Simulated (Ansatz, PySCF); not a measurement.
Breaking the Be1–F2 bond in BeF2 (SMILES [F][Be][F]) (multiplicity 1 held, fragments rigid). Energies count from the point at 1.381 Å.
Geometry at that point (charge 0, multiplicity 1):
```xyz
3

Be     0.00000     0.00000     0.00000
F      0.00000     0.00000    -1.38117
F      0.00000     0.00000     1.38117
```

U- levels take the lowest unrestricted solution at each point, which mixes spins at long bonds. Curves can end on different states.

Correlated levels freeze the cores. Rows in 6-31G* carry no dispersion term and start afresh at each structure (6-31G* with six Cartesian d functions).

Run with Ansatz (Gaussian basis) for Hartree–Fock, density functionals and correlated methods; PySCF for 6-31G* rows. Each number belongs to the level named beside it.

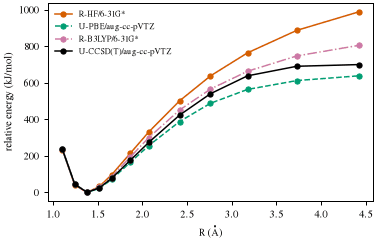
Figure: Relative energy along the coordinate

Question: Read off the U-PBE/aug-cc-pVTZ curve at R = 3.177.

Answer: about 560 kJ/mol

Doubts at one or more of the structures used: a restricted determinant that unrestricted orbitals would lower (R-HF/6-31G*, R-B3LYP/6-31G*); a spin-contaminated determinant (U-PBE/aug-cc-pVTZ, U-CCSD(T)/aug-cc-pVTZ); T1 above 0.05 (U-CCSD(T)/aug-cc-pVTZ); the program's own flag: other amplitudes (U-CCSD(T)/aug-cc-pVTZ).

Ansatz is a quantum-chemistry and plane-wave program.
